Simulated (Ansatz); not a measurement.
BH$_{2}$N

Input file:

```
crystal:
  periodic: [false, false, false]
  atoms:
    - {symbol: B, position_ang: [0.000000, 0.000000, -0.573399]}
    - {symbol: "N", position_ang: [0.000000, 0.000000, 0.666343]}
    - {symbol: H, position_ang: [0.000000, 0.000000, 1.663904]}
    - {symbol: H, position_ang: [0.000000, 0.000000, -1.756848]}
basis:
  gaussian: {orbitals: def2-TZVPD}
hamiltonian: {xc: pbe0}
output: {forces: true, orbitals: {seedname: orbitals}}
```

Launched as:

```sh
ansatz run input.yaml --threads 1 --pin off --max-ram 2610MiB --events-out events.jsonl --progress --plain --runs-dir runs
```

Geometry: PBE0-D3(BJ)/def2-SVP.

Method: isolated molecule in a Gaussian basis; Kohn-Sham density functional theory, functional PBE0 in Ansatz.

### What will maps of the electron density and electron localisation function show?

B–N (1.24 Å): the density is about 2.6 e/Å³ at the midpoint; the ELF peaks at about 0.85 between the atoms (a short, strongly polar bond).
N–H (1.00 Å): ρ at the midpoint is about 3 e/Å³; the ELF climbs to about 1 towards the hydrogen, as it does in any bond to H (a covalent bond by its length).
B–H (1.18 Å): the density is about 1.3 e/Å³ at the midpoint; the ELF climbs to about 1 towards the hydrogen; an ordinary covalent bond to hydrogen.

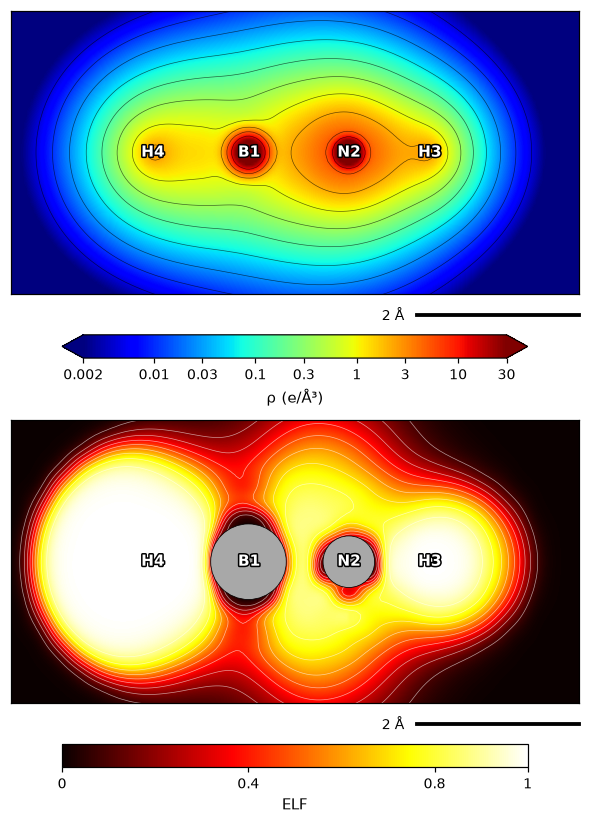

Computed electron density and electron localisation function on a plane that holds the molecular axis, in this order. Grey discs cover the atomic cores in the ELF map. 
